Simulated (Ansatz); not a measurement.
**AlNH₄: inputs that go wrong**

Aim: try 3 inputs for AlNH₄ as typed, read how each ends, and find what has to change.

Computed with Ansatz 0.2.0, Gaussian basis. Level: the settings change from run to run.

## 1. The molecule

An earlier PBE0-D4 in a triple-zeta def2 set relaxation fixed the geometry.

SMILES `[NH2][AlH2]`, 6 atoms, charge 0, spin multiplicity 1.

Atoms are counted from 1 here; the program's logs count them from 0.

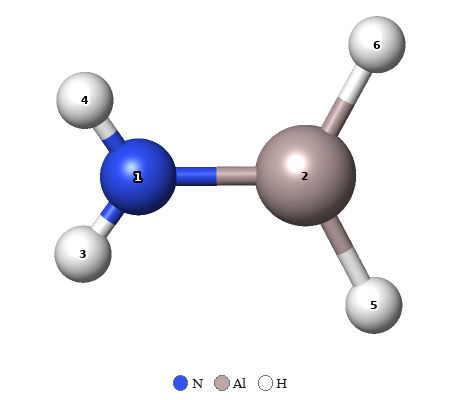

The geometry (nitrogen blue, aluminium light grey, hydrogen white); atoms are numbered from 1 in the order of the file.

## 2. Try 1

Contents of in.yaml:

```yaml
crystal:
  periodic: [false, false, false]
  atoms:
    - {symbol: N, position_ang: [0.029090, -1.021249, 0.116475]}
    - {symbol: Al, position_ang: [-0.150295, 0.814367, -0.036523]}
    - {symbol: H, position_ang: [0.187172, -1.606393, -0.704611]}
    - {symbol: H, position_ang: [-0.089529, -1.276074, 1.054653]}
    - {symbol: H, position_ang: [0.212531, 1.242729, -1.530470]}
    - {symbol: H, position_ang: [-0.400641, 1.660113, 1.296259]}
basis:
  gaussian: {orbitals: def2-mTZVP}
hamiltonian: {xc: {name: r2SCAN}}
relax: {f_tol: 0.001, max_steps: 1}
output: {forces: true}
```

Launch:

```sh
$ ansatz run in.yaml --threads 2 --pin off --events-out ev --progress --plain --max-ram 32768MiB --backend cpu
```

Standard output:

```text
Functional definition: r2SCAN
  name "r2SCAN"
  cite "Furness, Kaplan, Ning, Perdew & Sun, J. Phys. Chem. Lett. 11, 8208 (2020) doi:10.1021/acs.jpclett.0c02405"
  cite "Furness, Kaplan, Ning, Perdew & Sun, J. Phys. Chem. Lett. 11, 9248 (2020) doi:10.1021/acs.jpclett.0c03077"
  parent r2scan
  parameter k0 = 0.174
  parameter k1 = 0.065
  parameter a1 = 4.9479
  exchange = r2scan_x(k0 = k0, k1 = k1, a1 = a1)
  correlation = r2scan_c
545 factors; their error is unknown
mean field evaluation 1: about -8141.7891 eV, gradient 6.9e1 eV
mean field evaluation 2: about -8096.9531 eV, gradient 1.2e2 eV
mean field evaluation 4: about -8151.0402 eV, gradient 2.6e0 eV
mean field evaluation 8: about -8151.0476 eV, gradient 4.9e-2 eV
mean field -8151.04761004 eV, -299.5454746905 hartree, gradient 3.1e-5 eV, S^2 0.000000; 0 other end points of the search recorded, 0 dependent functions left out
the calculation of the forces begins
reference -8151.04762178 eV, -299.5454751218 hartree; 12, 12 occupied and 41, 41 virtual orbitals, 545 factors
relax step   1: F+E_penalty+E_count = -8151.04761004 eV  Δ(F+E_penalty+E_count) = +0.000e0 eV  max|allowed force component| = 3.620e0 eV/Å  Δτ_max = 0.0000 Å  (23 SCF iters, accepted)
Error: geometry relaxation did not converge after 1 steps: max|allowed force component| = 3.62e0 eV/Å (threshold 1.0e-3). Raise `relax.max_steps` over both its present limit and 1, loosen `relax.f_tol`, or start from a geometry closer to equilibrium. Where this run's directory can be resumed (`checkpoint.write`), a resume goes on for up to `relax.max_steps` more
```

It took 1.3 s on 2 threads, shared host.

What is wrong: The run did not converge. The relaxation is allowed too few steps for its threshold. The start was also shaken off the relaxed geometry, so there is far to go. Fix: raise relax.max_steps.

## 3. Try 2

Contents of in.yaml:

```yaml
crystal:
  periodic: [false, false, false]
  atoms:
    - {symbol: N, position_ang: [0.038197, -0.945643, 0.099240]}
    - {symbol: Al, position_ang: [-0.032786, 0.863722, -0.066772]}
    - {symbol: H, position_ang: [0.304913, -1.578515, -0.642363]}
    - {symbol: H, position_ang: [-0.177002, -1.415210, 0.938807]}
    - {symbol: H, position_ang: [0.287194, 1.426729, -1.503963]}
    - {symbol: H, position_ang: [-0.434352, 1.617475, 1.262336]}
basis:
  gaussian: {orbitals: pcseg-2, fitting: {mean_field: cc-pVTZ-jkfit}}
magnetization: {spin_polarized: true, initial_magnetization: 6}
hamiltonian: {xc: {name: BHLYP}, dispersion: d3bj}
accuracy: high
output: {forces: true}
```

Same command.

Standard output (excerpt; [...] marks lines left out):

```text
Functional definition: BHLYP
  name "BHLYP"
  cite "Becke, J. Chem. Phys. 98, 1372 (1993) doi:10.1063/1.464304"
  cite "Becke, Phys. Rev. A 38, 3098 (1988) doi:10.1103/PhysRevA.38.3098"
  cite "Lee, Yang & Parr, Phys. Rev. B 37, 785 (1988) doi:10.1103/PhysRevB.37.785"
[...]
320 factors; integrals over basis functions are off by at most 8.3e-1 eV
[...]
mean field -8134.56085530 eV, -298.9395976288 hartree, gradient 7.6e-8 eV, S^2 12.004886; 0 other end points of the search recorded, 0 dependent functions left out
[...]
reference -8134.56088295 eV, -298.9395986449 hartree; 15, 9 occupied and 105, 111 virtual orbitals, 320 factors
Total energy: -8134.65989774 eV, -298.9432373715 hartree
Atom 0 at     0.038197    -0.945643     0.099240 Å, force     0.314404    -1.543005    -0.685559 eV/Å
Atom 1 at    -0.032786     0.863722    -0.066772 Å, force    -0.016489     1.064074    -0.099901 eV/Å
Atom 2 at     0.304913    -1.578515    -0.642363 Å, force     0.335754    -0.692248    -0.944240 eV/Å
Atom 3 at    -0.177002    -1.415210     0.938807 Å, force    -0.521341    -1.060648     1.961167 eV/Å
Atom 4 at     0.287194     1.426729    -1.503963 Å, force     1.173522     0.800073    -4.855556 eV/Å
Atom 5 at    -0.434352     1.617475     1.262336 Å, force    -1.285850     1.431754     4.624089 eV/Å
Dipole moment:     0.004717    -0.241373     0.039134 e Å
```

Run time: 7.5 s. Hardware: 2 threads, shared host.

Diagnosis: The run converged, but a converged run isn't a right one. The spin is set far too high for this molecule. Its coordinates are also moved off the relaxed structure. It asks for 6 unpaired electrons; the ground state has 0. Its energy belongs to an excited spin state, not the ground state. Fix: set initial_magnetization back to that of the ground state.

## 4. Try 3

Contents of in.yaml:

```yaml
crystal:
  periodic: [false, false, false]
  atoms:
    - {symbol: N, position_ang: [0.050204, -0.943619, 0.077987]}
    - {symbol: Al, position_ang: [-0.031150, 0.813368, -0.083396]}
    - {symbol: H, position_ang: [0.285838, -1.580129, -0.666210]}
    - {symbol: H, position_ang: [-0.132347, -1.453084, 0.927470]}
    - {symbol: H, position_ang: [0.288810, 1.442194, -1.500909]}
    - {symbol: H, position_ang: [-0.419256, 1.657369, 1.198858]}
basis:
  gaussian: {orbitals: 6-31G}
hamiltonian: {xc: {name: B3LYP5}}
accuracy: high
multiplicity: 3
output: {forces: true}
```

Same command.

Standard output:

```text
Error: YAML parse error: error: line 14 column 1: unknown field `multiplicity`, expected one of crystal, accuracy, basis, kpoints, hamiltonian, magnetization, projection, total_charge, correlation, batch, efield, external_charges, scf, relax, neb, saddle, md, ramp, phonons, dielectric, real_time, elastic, magnetic_configurations, gw, evaluate, workflow, output, checkpoint, execution
  --> <input>:14:1
   |
12 | hamiltonian: {xc: {name: B3LYP5}}
13 | accuracy: high
14 | multiplicity: 3
   | ^ unknown field `multiplicity`, expected one of crystal, accuracy, basis, kpoints, hamiltonian, magnetization, projection, total_charge, correlation, batch, efield, external_charges, scf, relax, neb, saddle, md, ramp, phonons, dielectric, real_time, elastic, magnetic_configurations, gw, evaluate, workflow, output, checkpoint, execution
15 | output: {forces: true}
   |
```

It took 0.06 s on 2 threads, shared host.

Diagnosis: The program refused the input. The input holds a key that doesn't belong there. Cure: remove the key, or spell it as the input reference has it.

## 5. Summary

```csv
try,level,ended,cause,time
1,r2SCAN/def2-mTZVP,not converged,the relaxation is allowed too few steps for its threshold,1.3 s
2,BHLYP/pcseg-2,converged,the spin is set far too high for this molecule,7.5 s
3,B3LYP5/6-31G,refused,the input holds a key that doesn't belong there,0.06 s
```

In words: 1 not converged, 1 converged, 1 refused. A refusal costs next to no computing time. The dangerous case is the input that converges on a wrong geometry, charge, spin, basis or grid: often only a look at the input shows it.
